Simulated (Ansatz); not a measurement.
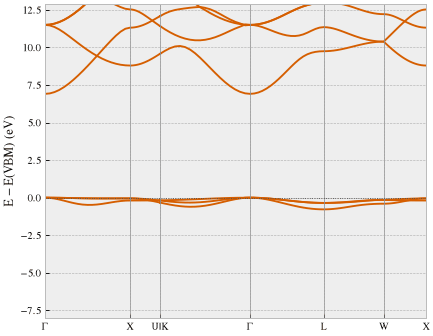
Band structure from r²SCAN (plane waves, PAW; program Ansatz)

Task: Read off the gap and where the band edges lie.

Result: About 6.9 eV (6.91 eV by a search for the band edges); maximum at Γ, minimum at Γ.

The material is KF (rock salt, space group No. 225).

Space group Fm-3m (rock salt). Symmetry was held in the r²SCAN relaxation; phonons on a q-mesh show no instability.

Potentials: the later of the program's two PAW sets.
